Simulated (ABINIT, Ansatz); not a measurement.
## CaC2 (R-3m): G0W0 on several meshes in ABINIT

How does the mesh move the gap of CaC2 (R-3m)?

Calculated with ABINIT 10.8.3; PBEsol and many-body steps on it, plane waves.

### Step 1. Set-up

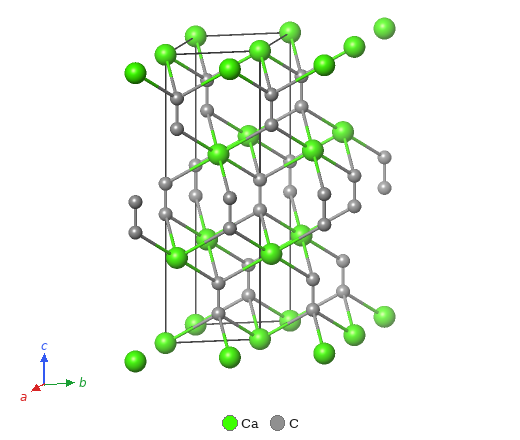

The cell as given, slightly off an axis (calcium green, carbon grey). 2×2×1 cells are drawn. This picture shows the conventional cell, with its axes. Bonds to atoms that aren't drawn are left out. Some periodic images of atoms are drawn too.

The cell and positions are those that the Materials Project relaxed with its own functionals (PBE, PBE+U or r2SCAN), kept fixed.

### Step 2. Empty states on the mesh, 4×4×4 mesh, 134 bands

This step: ABINIT 10.8.3; DFT, PBEsol, plane waves, norm-conserving pseudopotentials.

The sums over transitions need many empty states on a uniform mesh; this step solves for them.

Contents of run.abi:

```
acell 3*1.0 Angstrom
rprim 
  1.944397984288 1.122598699617 3.953874776707
  -1.944397984288 1.122598699617 3.953874776707
  -0.000000000000 -2.245197399304 3.953874776686
ntypat 2
znucl 20 6
natom 3
typat 1 2 2
xred 
  0.000000000000 0.000000000000 0.000000000000
  0.552915000000 0.552915000000 0.552915000000
  0.447085000000 0.447085000000 0.447085000000
pp_dirpath "pseudos"
pseudos "Ca.upf, C.upf"
ecut 37
ngkpt 4 4 4
nshiftk 1
shiftk 0 0 0
kptopt 1
chksymbreak 0
irdden 1
istwfk *1
nband 134
prtvol 0
optdriver 6
gwr_task "HDIAGO"
paral_kgb 0
occopt 1
indata_prefix "in"
outdata_prefix "out"
tmpdata_prefix "tmp"
```

The run is started by

```sh
$ OMP_NUM_THREADS=1 mpirun -n 4 abinit run.abi > log
```

Numbers of over 12 decimals in the logs are rounded to 6 here.

Output:

```text
.Version 10.8.3 of ABINIT. v10.8.2 released Aug 2026.

 Symmetries : space group R-3 m (#166); Bravais hR (rhombohedral)
[... echo of the input left out ...]
== DATASET  1 ==================================================================
-   mpi_nproc: 4, omp_nthreads: 1 (-1 if OMP is not activated)

--- !DatasetInfo
iteration_state: {dtset: 1, }
dimensions: {natom: 3, nkpt: 13, mband: 134, nsppol: 1, nspinor: 1, nspden: 1, mpw: 3777, }
cutoff_energies: {ecut:  37.0, pawecutdg:  -1.0, }
[...]
Indirect band gap semiconductor
 Fundamental gap:     2.585 (eV)
   VBM:     2.560 (eV) at k: [ 5.0000E-01,  5.0000E-01,  5.0000E-01]
   CBM:     5.145 (eV) at k: [ 5.0000E-01,  5.0000E-01,  0.0000E+00]
 Direct gap:         3.890 (eV) at k: [ 5.0000E-01,  5.0000E-01,  0.0000E+00]

== END DATASET(S) ==============================================================
================================================================================

 -outvars: echo values of variables after computation  --------
           etotal      0.0000000000E+00
            nband         134
             nkpt          13
          spgroup         166
 [... the other variables as echoed above ...]

 Calculation completed.
```

Elapsed: 3.8 min, on 4 MPI ranks of Arm Neoverse N1, shared host; peak memory 3.3 GiB; 15 min of CPU time.

This step gave:

```yaml
gap: 2.585 eV
k_of_the_valence_top: 0.5, 0.5, 0.5
k_of_the_conduction_bottom: 0.5, 0.5, 0
least_direct_gap: 3.890 eV
k_points_computed: 13
lowest_point_of_the_top_converged_band_above_the_valence_top: 90.2000 eV
```

On this mesh the gap is 2.585 eV.

The density comes from a self-consistent run that is not shown.

### Step 3. Screening, 4×4×4 mesh, 56 bands, screening to 114.3 eV

The RPA dielectric matrix is built and inverted for each q.

This step: RPA screening on PBEsol, plane waves, norm-conserving pseudopotentials.

Changes to run.abi since step 2:

```diff
@@ -21,10 +21,11 @@
 chksymbreak 0
-irdden 1
 istwfk *1
-nband 134
-prtvol 0
-optdriver 6
-gwr_task "HDIAGO"
-paral_kgb 0
 occopt 1
+irdwfk 1
+optdriver 3
+nband 56
+ecuteps 4.2
+inclvkb 2
+awtr 1
+symchi 1
 indata_prefix "in"
```

Output:

```text
.Version 10.8.3 of ABINIT. v10.8.2 released Aug 2026.

 Symmetries : space group R-3 m (#166); Bravais hR (rhombohedral)
[... echo of the input left out ...]
== DATASET  1 ==================================================================
-   mpi_nproc: 4, omp_nthreads: 1 (-1 if OMP is not activated)

--- !DatasetInfo
iteration_state: {dtset: 1, }
dimensions: {natom: 3, nkpt: 13, mband: 56, nsppol: 1, nspinor: 1, nspden: 1, mpw: 3777, }
cutoff_energies: {ecut:  37.0, pawecutdg:  -1.0, }
electrons: {nelect:   1.80000000E+01, charge:   0.00000000E+00, occopt:   1.00000000E+00, tsmear:   1.00000000E-02, }

 SCREENING: Calculation of the susceptibility and dielectric matrices

 Based on a program developped by R.W. Godby, V. Olevano, G. Onida, and L. Reining.
 Incorporated in ABINIT by V. Olevano, G.-M. Rignanese, and M. Torrent.
.Using double precision arithmetic ; gwpc =  8

[... cell and pseudopotentials left out ...]
--------------------------------------------------------------------------------

 ==== K-mesh for the wavefunctions ====
 Number of points in the irreducible wedge :    13
[... list of points left out ...]
 Together with 12 symmetry operations and time-reversal symmetry
 yields    64 points in the full Brillouin Zone.

 ==== Q-mesh for the screening function ====
 Number of points in the irreducible wedge :    13
[... list of points left out ...]
 Together with 12 symmetry operations and time-reversal symmetry
 yields    64 points in the full Brillouin Zone.

 setmesh: FFT mesh size selected  =    32x   32x   32
          total number of points  =        32768

 vcoul_init : cutoff-mode = AUXILIARY_FUNCTION
 q-points for optical limit:   1
     1)      0.000010    0.000020    0.000030

- screening: taking advantage of time-reversal symmetry
- Maximum band index for partially occupied states nbvw = 9
- Remaining bands to be divided among processors   nbcw = 47
- Number of bands treated by each node ~11

 Number of electrons calculated from density =   18.0000; Expected =   18.0000
 average of density, n =  0.051510
 r_s =    1.6673
 omega_plasma =   21.8928 [eV]

 calculating chi0 at frequencies [eV] :
  1    0.000000E+00    0.000000E+00
  2    0.000000E+00    2.189282E+01

--------------------------------------------------------------------------------
  q-point number  1        q = ( 0.000000, 0.000000, 0.000000) [r.l.u.]
--------------------------------------------------------------------------------
[... chi0 elements left out ...]
 For q-point:  0.000010 0.000020 0.000030
  dielectric constant =   3.7958
  dielectric constant without local fields =   4.7054

  Average fulfillment of the sum rule on Im[epsilon] for q-point    1 :     57.94  [%]
[... wings left out ...]
  q-point number  2        q = ( 0.250000, 0.000000, 0.000000) [r.l.u.]
--------------------------------------------------------------------------------
[... chi0 elements left out ...]
  Average fulfillment of the sum rule on Im[epsilon] for q-point    2 :     70.65  [%]

 [... 11 further q-points ...]
```

It took 43 s on 4 MPI ranks; peak memory 0.94 GiB; 2.9 min of CPU time.

This step gave:

| Property | Result |
| --- | --- |
| ε∞ with local fields, on this mesh, along the program's q direction | 3.796 |
| the same without local fields | 4.705 |
| plasma frequency | 21.89 eV |
| plane waves in the screening matrix | 139 |

Local fields lower ε∞ by 19 %.

### Step 4. 4×4×4

The self-energy is evaluated for the states that the input lists, and the levels follow from it, in one-shot runs by the linearised quasiparticle equation.

This step: G0W0 on PBEsol, plane waves, norm-conserving pseudopotentials.

Changes to run.abi since step 3:

```diff
@@ -24,8 +24,19 @@
 irdwfk 1
-optdriver 3
+optdriver 4
 nband 56
+gwcalctyp 0
+ecutsigx 37
+symsigma 1
+nkptgw 3
+kptgw 
+  0.5000000000 0.5000000000 0.5000000000
+  0.5000000000 0.5000000000 0.0000000000
+  0.0000000000 0.0000000000 0.0000000000
+bdgw 
+  7 11
+  8 11
+  8 11
 ecuteps 4.2
-inclvkb 2
-awtr 1
-symchi 1
+irdscr 1
+ppmodel 1
 indata_prefix "in"
```

Output:

```text
.Version 10.8.3 of ABINIT. v10.8.2 released Aug 2026.

 Symmetries : space group R-3 m (#166); Bravais hR (rhombohedral)
[... echo of the input left out ...]
== DATASET  1 ==================================================================
-   mpi_nproc: 4, omp_nthreads: 1 (-1 if OMP is not activated)

--- !DatasetInfo
iteration_state: {dtset: 1, }
dimensions: {natom: 3, nkpt: 13, mband: 56, nsppol: 1, nspinor: 1, nspden: 1, mpw: 3777, }
cutoff_energies: {ecut:  37.0, pawecutdg:  -1.0, }
electrons: {nelect:   1.80000000E+01, charge:   0.00000000E+00, occopt:   1.00000000E+00, tsmear:   1.00000000E-02, }

 SIGMA: Calculation of the GW corrections

 Based on a program developped by R.W. Godby, V. Olevano, G. Onida, and L. Reining.
 Incorporated in ABINIT by V. Olevano, G.-M. Rignanese, and M. Torrent.
.Using double precision arithmetic ; gwpc =  8

[... cell and pseudopotentials left out ...]
--------------------------------------------------------------------------------

 ==== K-mesh for the wavefunctions ====
 Number of points in the irreducible wedge :    13
[... list of points left out ...]
 Together with 12 symmetry operations and time-reversal symmetry
 yields    64 points in the full Brillouin Zone.

 ==== Q-mesh for screening function ====
 Number of points in the irreducible wedge :    13
[... list of points left out ...]
 Together with 12 symmetry operations and time-reversal symmetry
 yields    64 points in the full Brillouin Zone.

 vcoul_init : cutoff-mode = AUXILIARY_FUNCTION
 q-points for optical limit:   1
     1)      0.000010    0.000020    0.000030
 setmesh: FFT mesh size selected  =    48x   48x   48
          total number of points  =       110592

 Number of electrons calculated from density =   18.0000; Expected =   18.0000
 average of density, n =  0.051510
 r_s =    1.6673
 omega_plasma =   21.8928 [eV]

 === KS Band Gaps ===
  >>>> For spin  1
   Minimum direct gap =   3.8903 [eV], located at k-point      :   0.5000  0.5000  0.0000
   Fundamental gap    =   2.5851 [eV], Top of valence bands at :   0.5000  0.5000  0.5000
                                       Bottom of conduction at :   0.5000  0.5000  0.0000
 SIGMA fundamental parameters:
 PLASMON POLE MODEL  1
 number of plane-waves for SigmaX                 3777
 number of plane-waves for SigmaC and W            139
 number of plane-waves for wavefunctions          3777
 number of bands                                    56
 number of independent spin polarizations            1
 number of spinorial components                      1
 number of k-points in IBZ                          13
 number of q-points in IBZ                          13
 number of symmetry operations                      12
 number of k-points in BZ                           64
 number of q-points in BZ                           64
 number of frequencies for dSigma/dE                 9
 frequency step for dSigma/dE [eV]                0.25
 number of omega for Sigma on real axis              0
 max omega for Sigma on real axis  [eV]           0.00
 zcut for avoiding poles [eV]                     0.10

 EPSILON^-1 parameters (SCR file):
 dimension of the eps^-1 matrix on file            139
 dimension of the eps^-1 matrix used               139
 number of plane-waves for wavefunctions          3777
 number of bands                                    56
 number of q-points in IBZ                          13
 number of frequencies                               2
 number of real frequencies                          1
 number of imag frequencies                          1

 matrix elements of self-energy operator (all in [eV])

 Perturbative Calculation

--- !SelfEnergy_ee
iteration_state: {dtset: 1, }
kpoint     : [   0.500,    0.500,    0.500, ]
spin       : 1
KS_gap     :    5.544
QP_gap     :    6.733
Delta_QP_KS:    1.189
data: !SigmaeeData |
     Band     E0 <VxcDFT>   SigX SigC(E0)      Z dSigC/dE  Sig(E)    E-E0       E
        7   1.052 -13.415 -16.390   2.117   0.784  -0.276 -14.088  -0.673   0.379
        8   1.052 -13.415 -16.390   2.117   0.784  -0.276 -14.088  -0.673   0.379
        9   2.560 -14.924 -18.845   3.216   0.777  -0.286 -15.472  -0.549   2.012
       10   8.104  -8.203  -3.942  -3.493   0.834  -0.199  -7.563   0.640   8.744
       11   8.246 -14.001  -6.893  -4.257   0.810  -0.235 -11.692   2.309  10.555

--- !SelfEnergy_ee
iteration_state: {dtset: 1, }
kpoint     : [   0.500,    0.500,    0.000, ]
spin       : 1
KS_gap     :    3.890
QP_gap     :    5.955
Delta_QP_KS:    2.065
data: !SigmaeeData |
     Band     E0 <VxcDFT>   SigX SigC(E0)      Z dSigC/dE  Sig(E)    E-E0       E
        8   1.231 -13.450 -16.535   2.115   0.785  -0.274 -14.211  -0.762   0.469
[...]
--- !SelfEnergy_ee
iteration_state: {dtset: 1, }
kpoint     : [   0.000,    0.000,    0.000, ]
spin       : 1
KS_gap     :    3.898
QP_gap     :    6.411
Delta_QP_KS:    2.513
data: !SigmaeeData |
     Band     E0 <VxcDFT>   SigX SigC(E0)      Z dSigC/dE  Sig(E)    E-E0       E
[...]
9   1.731 -13.847 -16.648   1.954   0.785  -0.273 -14.513  -0.666   1.066
       10   5.629 -12.960  -7.505  -3.172   0.809  -0.236 -11.113   1.847   7.477
       11   5.629 -12.960  -7.505  -3.172   0.809  -0.236 -11.113   1.847   7.477

== END DATASET(S) ==============================================================
================================================================================

 -outvars: echo values of variables after computation  --------
           etotal      0.0000000000E+00
            nband          56
             nkpt          13
          spgroup         166
 [... the other variables as echoed above ...]

 Calculation completed.
```

Wall time 12 s (4 MPI ranks); peak memory 0.82 GiB; 48 s of CPU time.

This step gave:

* G0W0 gap on the points computed: 4.575 eV
* starting gap on the mesh: 2.585 eV
* k of the valence top: 0.5, 0.5, 0.5
* k of the conduction bottom: 0.5, 0.5, 0
* Z at the valence top: 0.777
* Z at the conduction bottom: 0.815
* least direct G0W0 gap on the computed points: 5.955 eV

The gap on the mesh goes from 2.59 eV to 4.57 eV, a correction of +1.99 eV.

### Step 5. Empty states on the mesh, 6×6×6 mesh, 60 bands

This step: DFT, PBEsol, plane waves, norm-conserving pseudopotentials.

Contents of run.abi:

```
acell 3*1.0 Angstrom
rprim 
  1.944397984288 1.122598699617 3.953874776707
  -1.944397984288 1.122598699617 3.953874776707
  -0.000000000000 -2.245197399304 3.953874776686
ntypat 2
znucl 20 6
natom 3
typat 1 2 2
xred 
  0.000000000000 0.000000000000 0.000000000000
  0.552915000000 0.552915000000 0.552915000000
  0.447085000000 0.447085000000 0.447085000000
pp_dirpath "pseudos"
pseudos "Ca.upf, C.upf"
ecut 37
ngkpt 6 6 6
nshiftk 1
shiftk 0 0 0
kptopt 1
chksymbreak 0
iscf -2
irdden 1
istwfk *1
nband 60
nbdbuf 4
tolwfr 1e-09
nstep 60
prtvol 0
indata_prefix "in"
outdata_prefix "out"
tmpdata_prefix "tmp"
```

Output:

```text
.Version 10.8.3 of ABINIT. v10.8.2 released Aug 2026.

 Symmetries : space group R-3 m (#166); Bravais hR (rhombohedral)
[... echo of the input left out ...]
== DATASET  1 ==================================================================
-   mpi_nproc: 4, omp_nthreads: 1 (-1 if OMP is not activated)

--- !DatasetInfo
iteration_state: {dtset: 1, }
dimensions: {natom: 3, nkpt: 32, mband: 60, nsppol: 1, nspinor: 1, nspden: 1, mpw: 3777, }
cutoff_energies: {ecut:  37.0, pawecutdg:  -1.0, }
[...]
1.37557    1.38451    1.40604    1.47031    1.47031    1.56150    1.56150    1.61822
   1.64890    1.66913    1.68195    1.75158    1.75158    1.75180    1.75549    1.75549
   1.82547    1.82547    1.85256    1.89759
 prteigrs : prtvol=0 or 1, do not print more k-points.

== END DATASET(S) ==============================================================
================================================================================

 -outvars: echo values of variables after computation  --------
            nband          60
             nkpt          32
          spgroup         166
 [... the other variables as echoed above ...]

 Calculation completed.
```

Elapsed: 63 s, on 4 MPI ranks; peak memory 0.38 GiB.

This step gave:

- gap: 2.585 eV
- k of the valence top: 0.5, 0.5, 0.5
- k of the conduction bottom: 0.5, 0.5, 0
- least direct gap: 3.889 eV
- k points computed: 32
- lowest point of the top converged band, above the valence top: 45.21 eV

On this mesh the gap is 2.585 eV.

[end of part 1 of 2]

[Paths, hosts, dates, memory and timing lines, banners, echoed tables and standing remarks are left out of the program output.]

[Logs are printed without paths, hosts, clocks, repeated set-up lines and the standing remarks that a program may print on its own settings, such as how far it seeks lower states.]

[Runs of the session that timed out or met a known fault of the program may be left out.]

[Hosts, paths, dates, database ids (printed as entryN), source tags and the programs' standing remarks are cut or masked in the printed files.]

[G0W0 gaps are taken among the corrected bands and points alone; a level outside them can change the order at an edge.]

[Where Ansatz stands beside ABINIT at settings called matched, ABINIT's density can come from a denser mesh and the files from another edition; pairs whose starting gaps differed by over 0.03 eV were left out, so agreement reads better than it is.]
